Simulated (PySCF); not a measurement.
# C3H6BNO2: the cost of one run

Programs: PySCF 2.14.0, with density-fitted response routines of our own. Each step states its level of theory. These are calculated values for one molecule in the gas phase, unless marked as measured. Atoms are numbered from 0 throughout.

## 1. The molecule as given

13 atoms, charge 0, multiplicity 1; geometry from: GFN2-xTB.

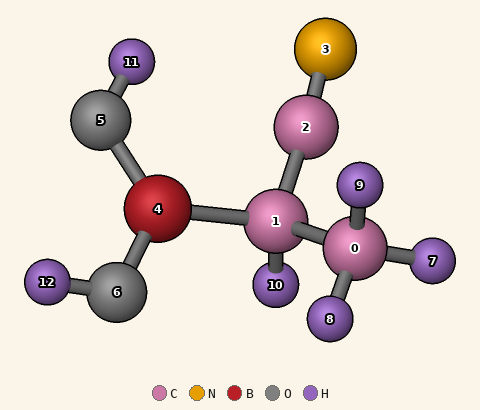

As it starts; carbon pink, nitrogen amber, boron red, oxygen grey, hydrogen purple, atoms numbered; sticks join atoms by distance.

## 2. TDDFT and polarisability: CAM-B3LYP/def2-SVPD

The job: settings as JSON, then the geometry in Å.

```
{"job": {"kind": "uv", "xc": "CAM-B3LYP", "basis": "def2-SVPD", "nstates": 8, "ntriplets": 3}, "charge": 0, "multiplicity": 1}
C     -1.465173    -0.337862    -0.566146
C     -0.430461     0.124986     0.475344
C     -0.428106     1.556769     0.571659
N     -0.353484     2.699234     0.616269
B      1.067522    -0.407842     0.124936
O      2.123882     0.406800    -0.090953
O      1.236816    -1.738649     0.052615
H     -2.467061    -0.021979    -0.281370
H     -1.439670    -1.421623    -0.636525
H     -1.233876     0.080387    -1.543388
H     -0.721682    -0.274476     1.453381
H      1.978418     1.351769    -0.032441
H      2.128487    -2.017028    -0.161109
```

Method: TDDFT CAM-B3LYP/def2-SVPD, vertical, gas phase, core orbitals frozen in the response.

On the command line:

```
$ OMP_NUM_THREADS=1 python probes_run.py task.json out
```

One launch serves the whole session: the jobs run in the order shown.

**Question.** How long does this first job take on 1 thread of Arm Neoverse N1, shared host, and how much memory does it need?

About 74 s, with a peak of 0.86 GiB.
